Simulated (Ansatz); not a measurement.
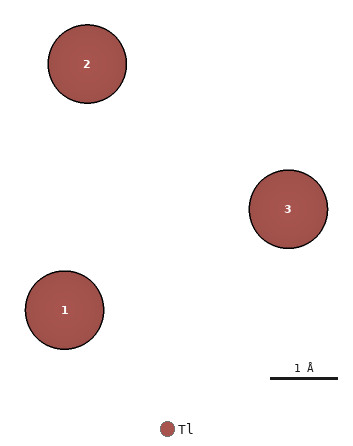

*The starting structure (ball-and-stick view, seen on its broad side; atoms are numbered from 1 in the order of the input).*

**Molecular dynamics of Tl3 (charge +1)**

Tl3, charge +1, computed with UKS BLYP-d3bjatm/def2-SVP (Ansatz 0.2.0).

The geometry comes from this level: PBE-D4/def2-SVP. Figures and captions count atoms from 1; the log counts them from 0 in places.

The input:
```yaml
crystal:
  periodic: [false, false, false]
  atoms:
    - {symbol: Tl, position_ang: [-1.051634, 0.017392, -1.872449]}
    - {symbol: Tl, position_ang: [1.636756, 1.351936, 0.324775]}
    - {symbol: Tl, position_ang: [-0.585132, -1.369327, 1.547674]}
basis:
  gaussian: {orbitals: def2-SVP}
total_charge: 1
magnetization: {spin_polarized: true, initial_magnetization: 0}
hamiltonian: {xc: {name: BLYP}, dispersion: d3bjatm}
md: {timestep: 1 fs, n_steps: 15, ensemble: nvt_langevin, temperature: 300, initial_velocities: maxwell_boltzmann, friction: 0.01, seed: 717}
scf: {omitted_lower_state_checks: [starts]}
```

Run on 4 threads of Arm Neoverse V1, 23 GiB of memory available, shared host.

Launched with:
```bash
ansatz run in.yaml --threads 4 --pin off --events-out ev --progress --plain --max-ram 3916MiB
```

The program's output:
```
Functional definition: BLYP
  name "BLYP"
  cite "Becke, Phys. Rev. A 38, 3098 (1988) doi:10.1103/PhysRevA.38.3098"
  cite "Lee, Yang & Parr, Phys. Rev. B 37, 785 (1988) doi:10.1103/PhysRevB.37.785"
  parameter beta = 0.0042
  parameter a = 0.04918
  parameter b = 0.132
  parameter c = 0.2533
  parameter d = 0.349
  exchange = b88_x(beta = beta)
  correlation = lyp_c(a = a, b = b, c = c, d = d)
these checks for a lower state are left out or cut short: starts
876 factors; their error is unknown
mean field evaluation 1: about -14076.8825 eV, gradient 7.1e0 eV
mean field evaluation 2: about -14076.8766 eV, gradient 8.0e0 eV
mean field evaluation 4: about -14077.1417 eV, gradient 3.1e0 eV
mean field evaluation 8: about -14077.3913 eV, gradient 3.6e-2 eV
mean field evaluation 16: about -14077.3913 eV, gradient 1.2e-5 eV
mean field evaluation 32: about -14077.4045 eV, gradient 1.2e-2 eV
mean field evaluation 64: about -14077.4066 eV, gradient 5.0e-9 eV
mean field -14077.40656410 eV, -517.3351492219 hartree, gradient 1.6e-10 eV, S^2 0.395608; 3 other end points of the search recorded, 0 dependent functions left out
the calculation of the forces begins
reference -14077.40686981 eV, -517.3351604565 hartree; 31, 31 occupied and 47, 47 virtual orbitals, 876 factors
md step     0: t =     0.00 fs  T =   200.0 K  F+E_penalty+E_count = -14077.75088205 eV  E_kin = 0.077556 eV  (414 SCF iters)
these checks for a lower state are left out or cut short: starts, cluster_reference, orbital_swaps, neighbouring_geometries, increment
876 factors; their error is unknown
mean field evaluation 96: about -14077.4120 eV, gradient 6.1e-2 eV
mean field evaluation 128: about -14077.4064 eV, gradient 7.1e-6 eV
mean field -14077.40639229 eV, -517.3351429077 hartree, gradient 7.0e-10 eV, S^2 0.397535; 0 other end points of the search recorded, 0 dependent functions left out
[... from here on the field's lines of each further geometry are left out, up to the last ...]
md step     1: t =     1.00 fs  T =   189.9 K  F+E_penalty+E_count = -14077.75075115 eV  E_kin = 0.073639 eV  (265 SCF iters)
md step     2: t =     2.00 fs  T =   185.9 K  F+E_penalty+E_count = -14077.75061994 eV  E_kin = 0.072104 eV  (139 SCF iters)
md step     3: t =     3.00 fs  T =   181.2 K  F+E_penalty+E_count = -14077.75048485 eV  E_kin = 0.070268 eV  (143 SCF iters)
md step     4: t =     4.00 fs  T =   220.8 K  F+E_penalty+E_count = -14077.75035112 eV  E_kin = 0.085618 eV  (128 SCF iters)
md step     5: t =     5.00 fs  T =   229.3 K  F+E_penalty+E_count = -14077.75021460 eV  E_kin = 0.088922 eV  (130 SCF iters)
md step     6: t =     6.00 fs  T =   239.4 K  F+E_penalty+E_count = -14077.75006432 eV  E_kin = 0.092821 eV  (130 SCF iters)
md step     7: t =     7.00 fs  T =   230.3 K  F+E_penalty+E_count = -14077.74990538 eV  E_kin = 0.089322 eV  (133 SCF iters)
md step     8: t =     8.00 fs  T =   250.5 K  F+E_penalty+E_count = -14077.74974529 eV  E_kin = 0.097141 eV  (124 SCF iters)
md step     9: t =     9.00 fs  T =   303.3 K  F+E_penalty+E_count = -14077.74956128 eV  E_kin = 0.117631 eV  (119 SCF iters)
md step    10: t =    10.00 fs  T =   305.5 K  F+E_penalty+E_count = -14077.74935294 eV  E_kin = 0.118477 eV  (111 SCF iters)
md step    11: t =    11.00 fs  T =   295.6 K  F+E_penalty+E_count = -14077.74913734 eV  E_kin = 0.114617 eV  (114 SCF iters)
md step    12: t =    12.00 fs  T =   309.6 K  F+E_penalty+E_count = -14077.74890562 eV  E_kin = 0.120051 eV  (117 SCF iters)
md step    13: t =    13.00 fs  T =   302.0 K  F+E_penalty+E_count = -14077.74865092 eV  E_kin = 0.117123 eV  (117 SCF iters)
md step    14: t =    14.00 fs  T =   319.2 K  F+E_penalty+E_count = -14077.74839139 eV  E_kin = 0.123764 eV  (125 SCF iters)
the calculation of the forces begins
reference -14077.40348956 eV, -517.3350362346 hartree; 31, 31 occupied and 47, 47 virtual orbitals, 876 factors
these checks for a lower state are left out or cut short: starts
876 factors; their error is unknown
mean field -14077.40318373 eV, -517.3350249955 hartree, gradient 3.7e-8 eV, S^2 0.427304; 0 other end points of the search recorded, 0 dependent functions left out
the calculation of the forces begins
reference -14077.40348956 eV, -517.3350362346 hartree; 31, 31 occupied and 47, 47 virtual orbitals, 876 factors
md step    15: t =    15.00 fs  T =   344.3 K  F+E_penalty+E_count = -14077.74812785 eV  E_kin = 0.133517 eV  (34 SCF iters)
```

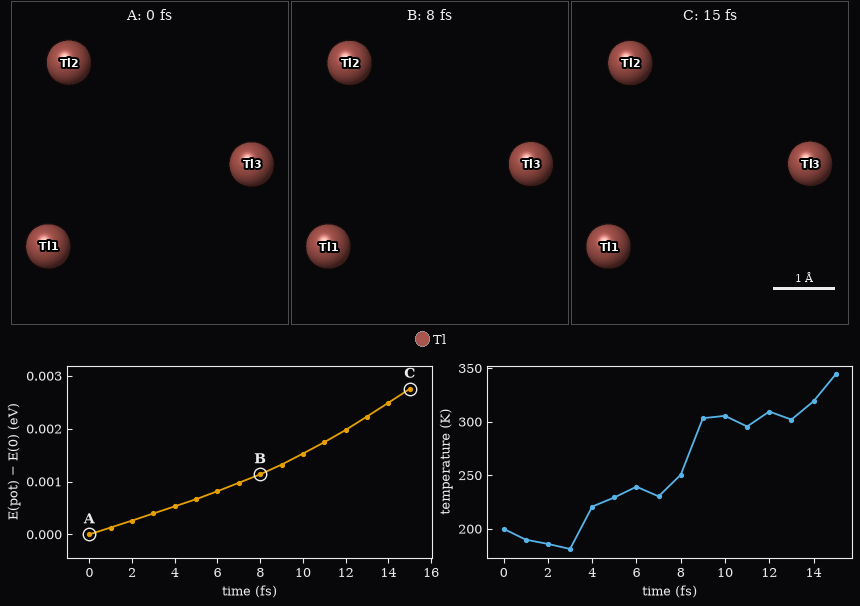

*Frames of the molecular dynamics (ball-and-stick, seen at a tilt) above the curves, on which the letters mark them.*

The trajectory kept here has 16 frames over 15 fs. The temperature starts at 200 K, ranges from 181 to 344 K and averages 304 K over the second half. The potential energy ends 0.003 eV above its first value. After an unweighted best fit of the last frame on the first, the root-mean-square displacement is 0.02 Å.

```
Total energy: -14077.74843368 eV, -517.3477126973 hartree
Atom 0 at    -1.053985     0.026530    -1.873447 Å, force    -0.054150    -0.002332    -0.088994 eV/Å
Atom 1 at     1.628585     1.335781     0.339787 Å, force     0.071750     0.053495     0.025213 eV/Å
Atom 2 at    -0.561452    -1.357958     1.521417 Å, force    -0.017600    -0.051163     0.063781 eV/Å
Dipole moment:    -0.008225     0.008401    -0.027798 e Å
Checks for a lower state left out: starts
```

Trajectory as extended XYZ (Å, eV, eV/Å), 16 frames, from step=0 to step=15:
```
3
Properties=species:S:1:pos:R:3:forces:R:3 step=0 time_fs=0.0 energy=-14077.75088 temperature=200.0
Tl   -1.0516    0.0174   -1.8724   -0.0205   0.0027  -0.0410
Tl    1.6368    1.3519    0.3248    0.0495   0.0483  -0.0042
Tl   -0.5851   -1.3693    1.5477   -0.0289  -0.0511   0.0453
3
Properties=species:S:1:pos:R:3:forces:R:3 step=1 time_fs=1.0 energy=-14077.75075 temperature=189.9
Tl   -1.0517    0.0177   -1.8724   -0.0424  -0.0046  -0.0656
Tl    1.6358    1.3510    0.3262    0.0498   0.0335   0.0242
Tl   -0.5842   -1.3689    1.5462   -0.0074  -0.0290   0.0415
3
Properties=species:S:1:pos:R:3:forces:R:3 step=2 time_fs=2.0 energy=-14077.75062 temperature=185.9
Tl   -1.0518    0.0179   -1.8724   -0.0429  -0.0041  -0.0674
Tl    1.6351    1.3499    0.3274    0.0507   0.0345   0.0241
Tl   -0.5831   -1.3684    1.5447   -0.0078  -0.0304   0.0434
3
Properties=species:S:1:pos:R:3:forces:R:3 step=3 time_fs=3.0 energy=-14077.75049 temperature=181.2
Tl   -1.0518    0.0183   -1.8724   -0.0434  -0.0036  -0.0692
Tl    1.6343    1.3489    0.3284    0.0517   0.0354   0.0239
Tl   -0.5818   -1.3678    1.5433   -0.0082  -0.0319   0.0452
3
Properties=species:S:1:pos:R:3:forces:R:3 step=4 time_fs=4.0 energy=-14077.75035 temperature=220.8
Tl   -1.0519    0.0186   -1.8725   -0.0440  -0.0031  -0.0711
Tl    1.6336    1.3478    0.3295    0.0527   0.0364   0.0239
Tl   -0.5803   -1.3672    1.5420   -0.0087  -0.0333   0.0471
3
Properties=species:S:1:pos:R:3:forces:R:3 step=5 time_fs=5.0 energy=-14077.75022 temperature=229.3
Tl   -1.0521    0.0192   -1.8727   -0.0448  -0.0028  -0.0730
Tl    1.6330    1.3466    0.3306    0.0540   0.0376   0.0240
Tl   -0.5788   -1.3666    1.5406   -0.0092  -0.0348   0.0489
3
Properties=species:S:1:pos:R:3:forces:R:3 step=6 time_fs=6.0 energy=-14077.75006 temperature=239.4
Tl   -1.0523    0.0199   -1.8728   -0.0456  -0.0025  -0.0747
Tl    1.6323    1.3454    0.3316    0.0553   0.0388   0.0240
Tl   -0.5772   -1.3660    1.5392   -0.0098  -0.0363   0.0507
3
Properties=species:S:1:pos:R:3:forces:R:3 step=7 time_fs=7.0 energy=-14077.74991 temperature=230.3
Tl   -1.0525    0.0206   -1.8729   -0.0464  -0.0025  -0.0762
Tl    1.6318    1.3442    0.3326    0.0569   0.0402   0.0242
Tl   -0.5757   -1.3654    1.5375   -0.0105  -0.0377   0.0520
3
Properties=species:S:1:pos:R:3:forces:R:3 step=8 time_fs=8.0 energy=-14077.74974 temperature=250.5
Tl   -1.0526    0.0212   -1.8730   -0.0475  -0.0027  -0.0776
Tl    1.6316    1.3432    0.3335    0.0588   0.0418   0.0245
Tl   -0.5742   -1.3646    1.5356   -0.0113  -0.0391   0.0530
3
Properties=species:S:1:pos:R:3:forces:R:3 step=9 time_fs=9.0 energy=-14077.74956 temperature=303.3
Tl   -1.0527    0.0218   -1.8731   -0.0485  -0.0028  -0.0791
Tl    1.6315    1.3422    0.3345    0.0607   0.0434   0.0248
Tl   -0.5724   -1.3638    1.5336   -0.0122  -0.0406   0.0543
3
Properties=species:S:1:pos:R:3:forces:R:3 step=10 time_fs=10.0 energy=-14077.74935 temperature=305.5
Tl   -1.0527    0.0225   -1.8731   -0.0495  -0.0028  -0.0807
Tl    1.6312    1.3410    0.3354    0.0626   0.0451   0.0249
Tl   -0.5705   -1.3629    1.5316   -0.0131  -0.0423   0.0558
3
Properties=species:S:1:pos:R:3:forces:R:3 step=11 time_fs=11.0 energy=-14077.74914 temperature=295.6
Tl   -1.0529    0.0232   -1.8733   -0.0505  -0.0027  -0.0824
Tl    1.6308    1.3399    0.3363    0.0644   0.0467   0.0250
Tl   -0.5686   -1.3620    1.5297   -0.0139  -0.0440   0.0573
3
Properties=species:S:1:pos:R:3:forces:R:3 step=12 time_fs=12.0 energy=-14077.74891 temperature=309.6
Tl   -1.0531    0.0240   -1.8734   -0.0514  -0.0026  -0.0840
Tl    1.6303    1.3387    0.3371    0.0662   0.0483   0.0251
Tl   -0.5668   -1.3611    1.5276   -0.0148  -0.0457   0.0589
3
Properties=species:S:1:pos:R:3:forces:R:3 step=13 time_fs=13.0 energy=-14077.74865 temperature=302.0
Tl   -1.0534    0.0248   -1.8734   -0.0523  -0.0025  -0.0856
Tl    1.6297    1.3376    0.3380    0.0680   0.0500   0.0251
Tl   -0.5651   -1.3602    1.5256   -0.0157  -0.0475   0.0606
3
Properties=species:S:1:pos:R:3:forces:R:3 step=14 time_fs=14.0 energy=-14077.74839 temperature=319.2
Tl   -1.0537    0.0256   -1.8734   -0.0532  -0.0024  -0.0873
Tl    1.6291    1.3365    0.3389    0.0699   0.0518   0.0251
Tl   -0.5634   -1.3591    1.5235   -0.0167  -0.0494   0.0622
3
Properties=species:S:1:pos:R:3:forces:R:3 step=15 time_fs=15.0 energy=-14077.74813 temperature=344.3
Tl   -1.0540    0.0265   -1.8734   -0.0541  -0.0023  -0.0890
Tl    1.6286    1.3358    0.3398    0.0717   0.0535   0.0252
Tl   -0.5615   -1.3580    1.5214   -0.0176  -0.0512   0.0638
```

Key numbers:

```tsv
quantity	value
outcome	finished
mean temperature over the second half	304 K
trajectory	15 steps, 15 fs
ensemble	nvt_langevin
temperature in the input	300 K
time step	1 fs
potential energy (last step)	−14077.7484 eV
mean-field energy (last step)	−14077.4035 eV
dispersion energy (last step)	−0.3449 eV
⟨S²⟩ (last step)	0.427
SCF solution under orbital rotations (last step)	stable
largest force (length of the vector) (last step)	0.104 eV/Å
wall time	84 s (CPU time 5.4 min)
peak memory	0.35 GiB
```

Remarks:

⟨S²⟩ is 0.43 against 0.00 for a pure state: the solution is spin-contaminated. So short a trajectory is not equilibrated. The logged temperature at the start can lie below the typed one, since it is counted over all degrees of freedom.
